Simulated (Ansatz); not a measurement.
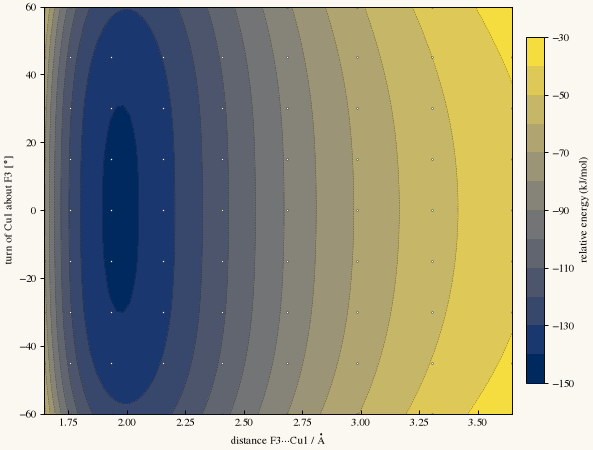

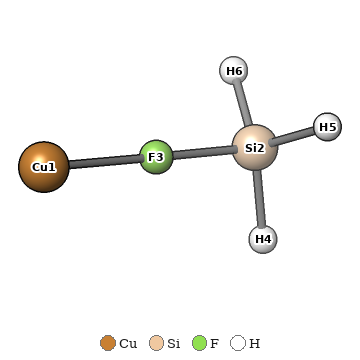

Energy landscape of CuFH₃Si, charge +1. The turn is about an axis along (−0.92, −0.38, −0.03) in the frame of the relaxed pair, normal to the line between the partners. First axis: distance F3···Cu1. Second axis: turn of Cu1 about F3. Grid: 9 × 9 points. Points are written as (first, second). Energies are in kJ/mol, from the ion and the molecule far apart, frozen as in the relaxed pair, each in its own basis (no counterpoise correction). These are results of RKS B3LYP-D4/def2-TZVPD (Ansatz 0.2.0), not measurements.

The picture shows filled contours, dots at the grid points. Between grid points the surface is interpolated. The second picture is the structure at the lowest point.

Where are the wells?

The lowest grid point is at (1.935 Å, 0°), −142 kJ/mol from the ion and the molecule far apart, frozen as in the relaxed pair, each in its own basis (no counterpoise correction). The highest grid point, (3.648 Å, −60°), lies 107 kJ/mol above the lowest.

The input of one point:

```yaml
crystal:
  periodic: [false, false, false]
  atoms:
    - { symbol: Cu, position_ang: [0.090584, 0.026015, -2.910609] }
    - { symbol: Si, position_ang: [-0.022474, -0.006065, 0.722275] }
    - { symbol: F, position_ang: [0.030616, 0.003304, -0.976672] }
    - { symbol: H, position_ang: [0.728449, -1.214889, 1.081214] }
    - { symbol: H, position_ang: [-1.458631, -0.063969, 1.019125] }
    - { symbol: H, position_ang: [0.630721, 1.255287, 1.091591] }
total_charge: 1
basis:
  gaussian: { orbitals: def2-TZVPD }
hamiltonian:
  xc: { name: B3LYP }
  dispersion: d4
output:
  forces: true
```

Time for the 81 points that were run: 13 min on 1 thread of Arm Neoverse V1 (shared host).
